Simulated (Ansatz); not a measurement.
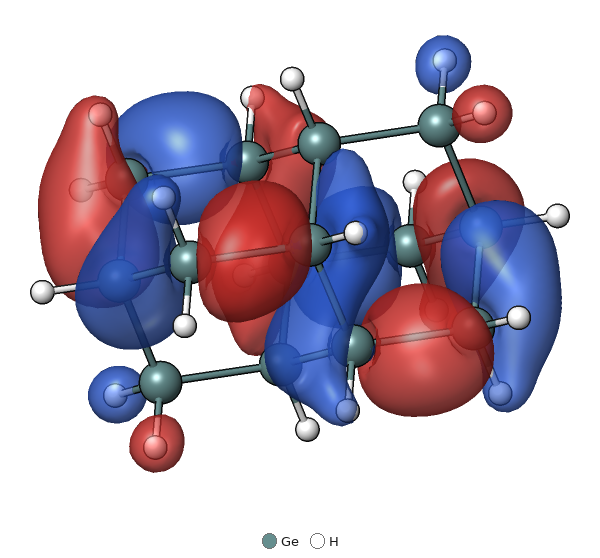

Figure. Ge₁₄H₂₀. The HOMO−1 at ±0.05 Å⁻³ᐟ² (red and blue are the two phases), seen at a tilt.

Geometry: PBE-D4/def2-SVP.

The calculation used RKS PBE0-D4/def2-TZVP in Ansatz 0.2.0.

Input file:

```
crystal:
  periodic: [false, false, false]
  atoms:
    - {symbol: Ge, position_ang: [0.713266, -3.542151, 0.713723]}
    - {symbol: Ge, position_ang: [-2.128474, 2.130681, -2.126263]}
    - {symbol: Ge, position_ang: [0.691312, -0.697605, -2.121618]}
    - {symbol: Ge, position_ang: [-2.123858, -0.695397, 0.697538]}
    - {symbol: Ge, position_ang: [0.717461, -0.719528, 3.539034]}
    - {symbol: Ge, position_ang: [0.695326, 2.120084, 0.697486]}
    - {symbol: Ge, position_ang: [3.540510, -0.715873, 0.711763]}
    - {symbol: Ge, position_ang: [-3.540826, 0.719333, -0.711556]}
    - {symbol: Ge, position_ang: [-0.700069, -2.123077, -0.694759]}
    - {symbol: Ge, position_ang: [2.129974, -2.131053, 2.124446]}
    - {symbol: Ge, position_ang: [-0.715369, 0.718451, -3.539525]}
    - {symbol: Ge, position_ang: [-0.711523, 3.541266, -0.715263]}
    - {symbol: Ge, position_ang: [2.118900, 0.694135, -0.696988]}
    - {symbol: Ge, position_ang: [-0.695317, 0.693431, 2.123929]}
    - {symbol: H, position_ang: [1.598089, -4.458299, -0.183482]}
    - {symbol: H, position_ang: [-0.180075, -4.456595, 1.604215]}
    - {symbol: H, position_ang: [-3.029574, 3.032917, -3.026999]}
    - {symbol: H, position_ang: [1.595990, -1.602928, -3.017339]}
    - {symbol: H, position_ang: [-3.021030, -1.599200, 1.602304]}
    - {symbol: H, position_ang: [-0.176826, -1.609072, 4.453491]}
    - {symbol: H, position_ang: [1.605654, 0.174515, 4.455036]}
    - {symbol: H, position_ang: [1.602975, 3.013503, 1.602110]}
    - {symbol: H, position_ang: [4.457375, -1.601560, -0.183817]}
    - {symbol: H, position_ang: [4.453702, 0.180241, 1.600740]}
    - {symbol: H, position_ang: [-4.460126, -0.172848, -1.598231]}
    - {symbol: H, position_ang: [-4.451948, 1.609369, 0.185656]}
    - {symbol: H, position_ang: [-1.606330, -3.018098, -1.599202]}
    - {symbol: H, position_ang: [3.031943, -3.033092, 3.024513]}
    - {symbol: H, position_ang: [-1.601940, -0.170693, -4.461769]}
    - {symbol: H, position_ang: [0.184946, 1.608559, -4.447525]}
    - {symbol: H, position_ang: [0.188373, 4.449233, -1.605828]}
    - {symbol: H, position_ang: [-1.595653, 4.463591, 0.176219]}
    - {symbol: H, position_ang: [3.011932, 1.599953, -1.603875]}
    - {symbol: H, position_ang: [-1.598807, 1.597806, 3.021835]}
basis:
  gaussian: {orbitals: def2-TZVP, fitting: {mean_field: def2-universal-jkfit}, initial_orbitals: start.molden}
hamiltonian: {xc: pbe0, dispersion: d4}
scf: {omitted_lower_state_checks: [starts]}
output: {orbitals: {seedname: orbitals}}
```

Command:

```sh
ansatz run in.yaml --threads 4 --pin off --events-out ev --progress --plain --max-ram 66560MiB --backend cuda --devices 0, --max-vram 37GiB
```

Q: What is the character of this orbital?

A: By Hirshfeld shares it lies mainly on Ge5 (about 10 %), Ge11 (about 10 %), Ge12 (about 5 %), Ge1 (about 5 %), Ge2 (about 5 %) and Ge10 (about 5 %); it is ungerade (odd under inversion). It is one of a degenerate set, so its orientation is arbitrary. Its energy is −7.37 eV.
